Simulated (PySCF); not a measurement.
# HF/STO-3G run of GaSiH4OF (SMILES [OH][GaH][SiH2]F)

Aim: the vertical ionisation energy of GaSiH4OF at HF/STO-3G, from 2 runs. Input form: a Python script.

Program for the calculation: PySCF 2.14.0.

**1. Starting point**

GaSiH4OF: 8 atoms, total charge 0, spin state singlet. SMILES: `[OH][GaH][SiH2]F`. The coordinates come from a PBE0-D4/def2-TZVP relaxation. This is one conformer, not always the lowest.

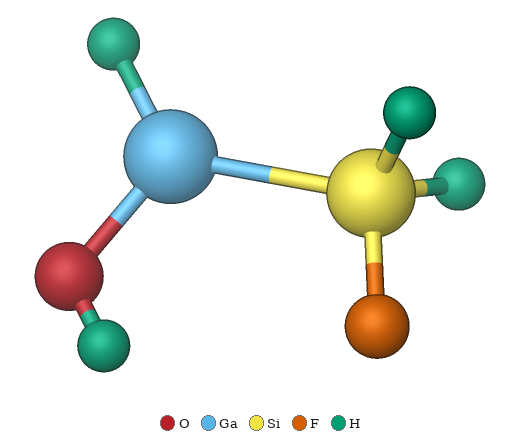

Viewed from a chosen angle; oxygen red, gallium blue, silicon yellow, fluorine orange, hydrogen teal.

**2. The energy at HF/STO-3G**

The input, start.xyz:

```xyz
8

O     -2.152600     0.668300     0.454500
Ga    -0.411400     1.077100     0.391700
Si     1.066700    -0.691400    -0.347100
F      0.165400    -1.990600    -0.663200
H     -2.350300    -0.231700     0.185400
H     -0.099500     2.542900     0.831400
H      2.066800    -1.082700     0.683500
H      1.806900    -0.348800    -1.592100
```

The input, input.py:

```python
from pyscf import gto, scf

molecule = gto.M(
    atom='start.xyz',
    basis='sto-3g',
    max_memory=1860,
    verbose=3,
    charge=0,
)

calc0 = scf.RHF(molecule)
calc0.conv_tol = 1e-10
calc0.kernel()
if not calc0.converged:
    calc0 = calc0.newton().run(calc0.mo_coeff, calc0.mo_occ)

energy = calc0.e_tot
print(f'total energy: {energy:.8f} hartree')
```

Launch:

```
OMP_NUM_THREADS=1 python input.py
```

The log of the run:

```text
converged SCF energy = -2360.71379217627
total energy: -2360.71379218 hartree
```

Wall time 0.7 s (1 thread of Arm Neoverse V2, shared host); peak memory 0.1 GiB.

**3. The doublet cation, same level**

The input, run.py:

```python
from pyscf import gto, scf

mol = gto.M(
    atom='''
O     -2.152600     0.668300     0.454500
Ga    -0.411400     1.077100     0.391700
Si     1.066700    -0.691400    -0.347100
F      0.165400    -1.990600    -0.663200
H     -2.350300    -0.231700     0.185400
H     -0.099500     2.542900     0.831400
H      2.066800    -1.082700     0.683500
H      1.806900    -0.348800    -1.592100
''',
    verbose=3,
    spin=1,
    basis='sto-3g',
    charge=1,
    max_memory=1860,
)

calc0 = scf.UHF(mol)
calc0.conv_tol = 1e-10
calc0.kernel()
if not calc0.converged:
    calc0 = calc0.newton().run(calc0.mo_coeff, calc0.mo_occ)

e_final = calc0.e_tot
print(f'total energy: {e_final:.8f} hartree')
```

Launch:

```
OMP_NUM_THREADS=1 python run.py
```

The log of the run:

```text
SCF not converged.
SCF energy = -2360.44784326944 after 50 cycles  <S^2> = 0.79778901  2S+1 = 2.0472313
converged SCF energy = -2360.62796518949  <S^2> = 0.75228595  2S+1 = 2.0022846
total energy: -2360.62796519 hartree
```

Wall time 1.4 s (1 thread of Arm Neoverse V2, shared host); peak memory 0.12 GiB.

**4. Results**

At HF/STO-3G:

| quantity | value |
| --- | --- |
| singlet GaSiH4OF: total energy | -2360.71379 Eh |
| singlet GaSiH4OF: dipole moment | 1.07 D |
| singlet GaSiH4OF: HOMO energy | -7.09 eV |
| singlet GaSiH4OF: LUMO energy | 5.07 eV |
| singlet GaSiH4OF: HOMO–LUMO gap | 12.16 eV |
| doublet cation: total energy | -2360.62797 Eh |
| doublet cation: HOMO energy (highest over α and β) | -15.50 eV |
| doublet cation: LUMO energy (lowest over α and β) | -4.15 eV |
| doublet cation: ⟨S²⟩ | 0.752 |
| vertical ionisation energy (to the doublet cation), in doubt | 2.335 eV |

Removing an electron at fixed nuclei costs 2.34 eV (54 kcal/mol). The negative HOMO energy of the first species, 7.09 eV, lies 4.75 eV above that difference. This value lies far from the orbital energy or is too small for a neutral ground state: the hole may sit in another orbital, or the first species is not in its lowest state. In a minimal basis such a difference can be off by several eV, whatever the method. Mulliken charges (singlet GaSiH4OF) run from -0.42 on O1 to +0.72 on Si3; they depend strongly on the basis. Mulliken charges (doublet cation) run from -0.34 on O1 to +0.84 on Si3; they depend strongly on the basis.
